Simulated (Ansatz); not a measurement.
# Calculations on GaH₄F

Part 1: Relaxation

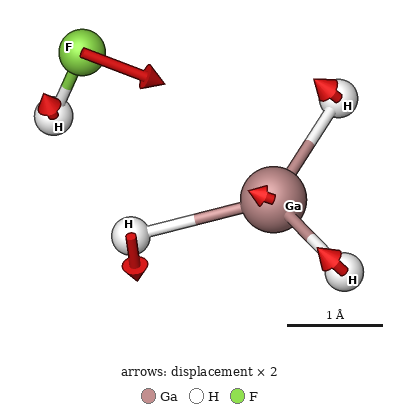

A relaxation of GaH$_{4}$F. The starting structure is drawn; red arrows show the displacements, magnified 2 times. The two geometries are superimposed by the best rigid fit.

Style: ball-and-stick. Shown from a free direction.

The run prepares an end point of a later path (reaction) calculation, from a guessed geometry.

Theory: RKS B3LYP-D4/def2-SVP (Ansatz). Set-up: no spin polarisation; force threshold 0.03 eV/Å; at most 50 steps.

Question: Which element moves most?

Answer: Fluorine: up to 0.49 Å, against 0.33 Å for hydrogen.

Question: What happened in the run?

Answer: The F atom moves most after the best rigid fit: 0.49 Å. Largest moves by element: F 0.49 Å, H 0.33 Å, Ga 0.15 Å. Among the contacts that change: F–Ga 2.891 → 2.292 Å, Ga–H 1.577 → 1.591 Å, Ga–H 1.566 → 1.572 Å, F–H 0.929 → 0.934 Å. After 10 accepted moves (11 points after the start) the energy has fallen by 3.55 kcal/mol. The largest force component goes from 0.32 to 0.0054 eV/Å. The line search rejected the trial step at point 10 of the run. The run took 23 s on 1 thread of Arm Neoverse V1, with other jobs on the host, peak memory 0.12 GiB.

Part 2: Relaxation

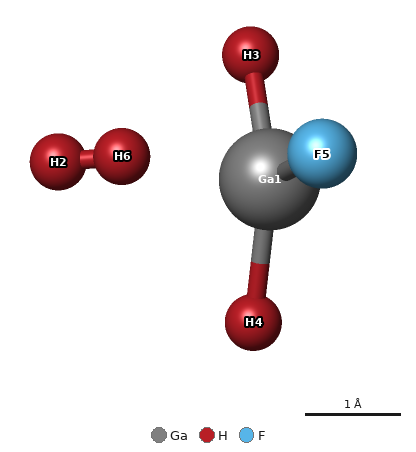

Starting structure of GaH4F. The picture is a ball-and-stick view, seen from a free direction.

The run prepares an end point of a later path (reaction) calculation, from a guessed geometry.

Theory: RKS B3LYP-D4/def2-SVP (Ansatz 0.2.0).

Input
```yaml
crystal:
  periodic: [false, false, false]
  atoms:
    - { symbol: Ga, position_ang: [0.024781, -0.436639, -0.438169] }
    - { symbol: H, position_ang: [0.004576, -0.033977, 2.30182] }
    - { symbol: H, position_ang: [1.438509, 0.143218, -0.752791] }
    - { symbol: H, position_ang: [-1.413763, 0.101945, -0.70398] }
    - { symbol: F, position_ang: [0.058299, -1.992861, 0.330212] }
    - { symbol: H, position_ang: [0.015998, -0.693585, 2.015209] }
basis:
  gaussian: { orbitals: def2-SVP }
hamiltonian:
  xc: b3lyp
  dispersion: d4
relax:
  f_tol: 0.03
  max_steps: 50
output:
  orbitals: {}
```

Run as
```bash
ansatz run input.yaml --threads 1 --pin off --max-ram 2048MiB --backend cpu --events-out ev --progress --plain --runs-dir out
```

### Where does the relaxation end?

The energy falls by 0.095 eV in 5 accepted moves (6 points after the start). Largest force component: 1.7 eV/Å at the start, 0.0066 eV/Å at the end. The line search rejected the trial step at point 2 of the run. The atom that moves furthest after the best rigid fit is F5 (0.34 Å). By element the largest moves are F 0.34 Å, H 0.21 Å, Ga 0.06 Å. Near-neighbour distances that change, for instance: H2–H6 0.719 → 0.763 Å, Ga1–F5 1.736 → 1.769 Å.

History of the run:

| step | E − E(0), eV | largest force component, eV/Å | note |
| --- | --- | --- | --- |
| 0 | 0.0000 | 1.6632 |  |
| 1 | -0.0798 | 0.2681 |  |
| 2 | -0.0757 | 0.3013 | rejected |
| 3 | -0.0861 | 0.1620 |  |
| 4 | -0.0936 | 0.0303 |  |
| 5 | -0.0946 | 0.0300 |  |
| 6 | -0.0950 | 0.0066 |  |

Final geometry:

```xyz
6

Ga    0.0201   -0.4803   -0.4001
H     0.0112    0.1383    2.1734
H     1.4346    0.1478   -0.6077
H    -1.4176    0.0963   -0.5970
F     0.0529   -2.1906    0.0524
H     0.0271   -0.6234    2.1314
```

The end point in the same view:

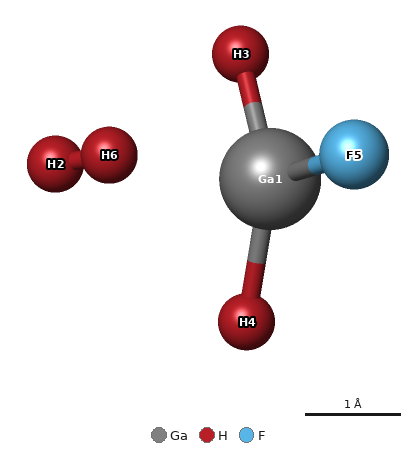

Part 3: Path

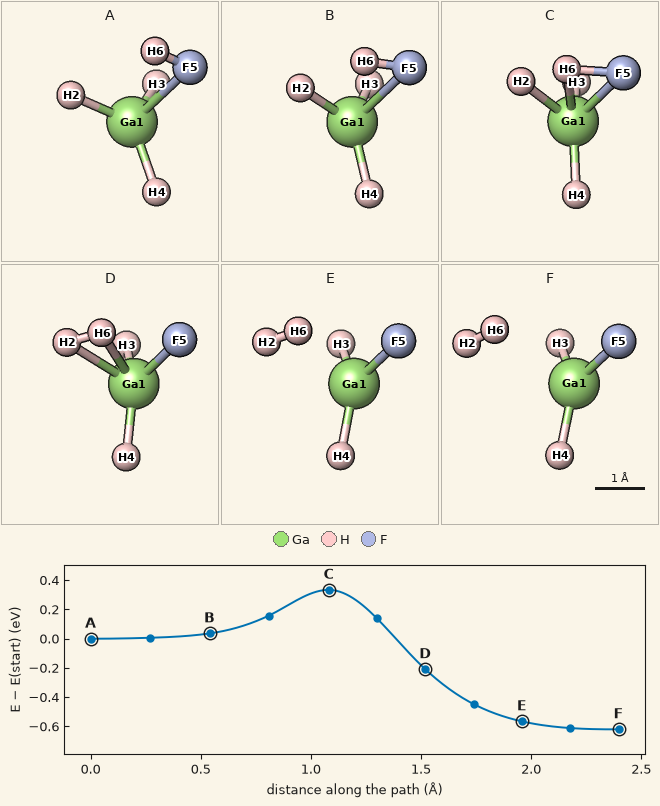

NEB run on GaH$_{4}$F, made up at the start of GaH$_{3}$ and HF. Images are numbered from 0 (start) to 10 (end). Frames A to F are images 0, 2, 4, 6, 8, 10. Style: ball-and-stick. Shown from a free direction.

Level of theory: RKS B3LYP-D4/def2-SVP in Ansatz 0.2.0. Run with 9 movable images; climbing image; force threshold 0.05 eV/Å; iteration limit 60; starting path through a guess of the saddle point.

Question: Describe the mechanism and the energy profile.

Answer: The highest point, image 4, lies 0.33 eV above the start and 0.95 eV above the end; the end is at −0.62 eV relative to the start. Breaking: F5–H6 (0.93 → 1.18 at the top → 2.60 Å), Ga1–H2 (1.59 → 1.79 at the top → 2.65 Å). Forming: H2–H6 (2.35 → 1.04 at the top → 0.76 Å). The band converged in 9 iterations, with a climbing image at the top. At the top, the vibrational analysis gives one imaginary mode (1007i cm⁻¹), as a transition state must have.

The run took 2.6 min on 1 thread of Arm Neoverse V1 (shared host), peak memory 0.12 GiB.
